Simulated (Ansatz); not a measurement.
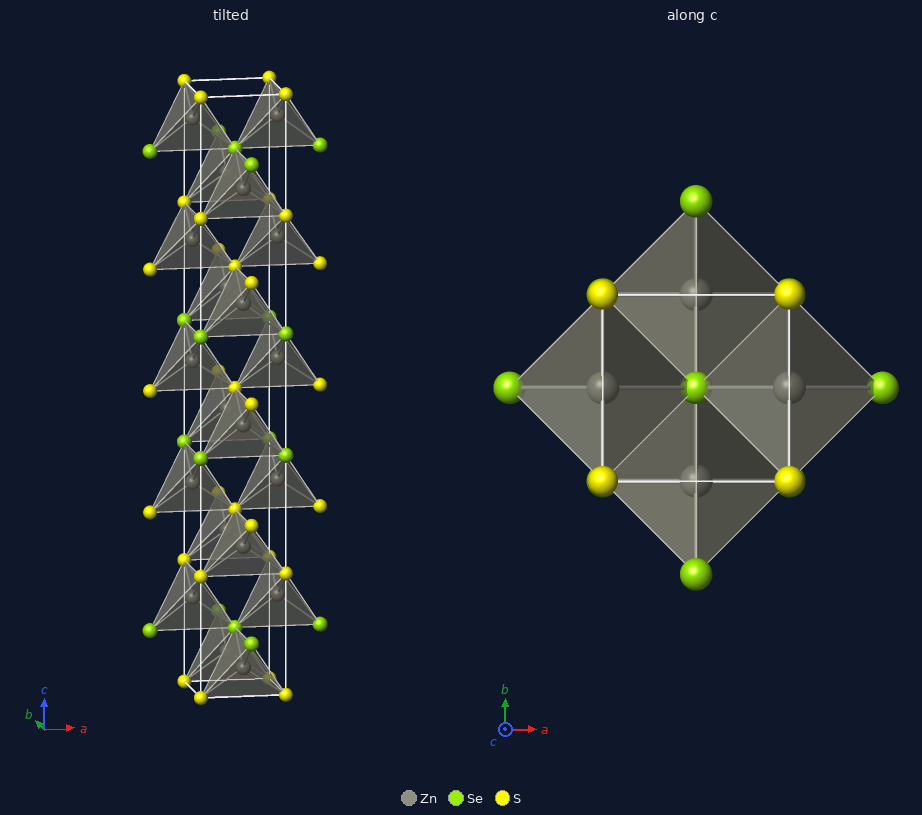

View slightly off an axis and along the c axis, drawn as a polyhedral model. The conventional unit cell is drawn as a box. Some atoms of the next cells are drawn as well.

Zn5Se2S3, space group I-4m2 (No. 119), a = 3.931 Å, b = 3.931 Å, c = 27.790 Å, α = 90.00°, β = 90.00°, γ = 90.00°. The cell started as a structure type filled with these elements by a generator (whether the compound takes this form wasn't checked). Earlier steps of the study, as a rule a relaxation of our own, may have changed the cell and positions, so they can lie some per cent off the listed ones. It was run through Ansatz as a DFT input.

This one geometry was computed with Ansatz (DFT, plane waves, PAW) at three levels of theory: PBEsol, r2SCAN and PBE.

> Which level gives the highest pressure at this volume, and what does that say about its equilibrium volume?

Highest: PBE (0.0 GPa), which points to the largest equilibrium volume. Lowest, with the smallest volume: PBEsol (-3.3 GPa). Levels within 0.5 GPa of each other can't be told apart.

> How does the band gap change with the level of theory?

PBEsol: a gap of 1.44 eV, direct; PBE: a gap of 1.56 eV, direct; r2SCAN: a gap of 2.11 eV, direct.

> Collect the results in a table.

| level | cutoff (eV) | k-mesh of the run's cell | gap (eV) | pressure (GPa) |
| --- | --- | --- | --- | --- |
| PBEsol | 420 | 10×10×10 | 1.44 | -3.3 |
| r2SCAN | 500 | 10×10×10 | 2.11 | -2.2 |
| PBE | 420 | 10×10×10 | 1.56 | 0.0 |

Gaps are taken on the k-mesh or band path of each run.
